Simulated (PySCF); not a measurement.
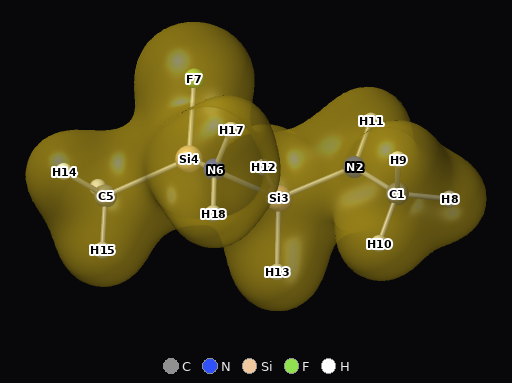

C2H11FN2Si2 (charge +1, doublet). Isosurface of the total electron density at 0.1 e/Å³ (yellow), seen from one side.

Geometry: GFN2-xTB.

Level of theory: UKS B3LYP, pcH-1 on C F H N Si, non-relativistic, mean-field spin-orbit, GIAO in PySCF.

```yaml
atoms:
  - { symbol: C, position_ang: [2.5067, 1.1584, 0.6092] }
  - { symbol: N, position_ang: [1.9752, 0.5380, -0.5849] }
  - { symbol: Si, position_ang: [0.9666, -0.8239, -0.6928] }
  - { symbol: Si, position_ang: [-1.3594, -0.0711, -0.2576] }
  - { symbol: C, position_ang: [-2.4667, -1.6001, -0.3373] }
  - { symbol: N, position_ang: [-1.4050, 0.9614, 1.0839] }
  - { symbol: F, position_ang: [-1.5553, 0.9048, -1.5110] }
  - { symbol: H, position_ang: [3.5859, 1.2863, 0.5113] }
  - { symbol: H, position_ang: [2.0607, 2.1417, 0.7702] }
  - { symbol: H, position_ang: [2.3090, 0.5306, 1.4736] }
  - { symbol: H, position_ang: [2.1685, 1.0920, -1.4096] }
  - { symbol: H, position_ang: [0.9860, -1.3046, -2.0665] }
  - { symbol: H, position_ang: [1.2244, -1.7209, 0.4300] }
  - { symbol: H, position_ang: [-3.5081, -1.2872, -0.3624] }
  - { symbol: H, position_ang: [-2.3321, -2.2429, 0.5271] }
  - { symbol: H, position_ang: [-2.2753, -2.1868, -1.2325] }
  - { symbol: H, position_ang: [-1.4951, 1.9623, 0.9917] }
  - { symbol: H, position_ang: [-1.3949, 0.6681, 2.0461] }
```

Q: Which contacts does the surface bridge?

A: At this value the surface is in one piece. It bridges the sampled C–N (1.45 Å), Si–F (1.60 Å), Si–N (1.69 Å) and C–Si (1.89 Å) contacts, where the density stays above the isovalue. On the grid the lowest density along these lines, outside the cores, is 1.8 e/Å³ (C–N, 1.45 Å), 0.94 e/Å³ (Si–F, 1.60 Å), 0.98 e/Å³ (Si–N, 1.69 Å) and 0.82 e/Å³ (C–Si, 1.89 Å).
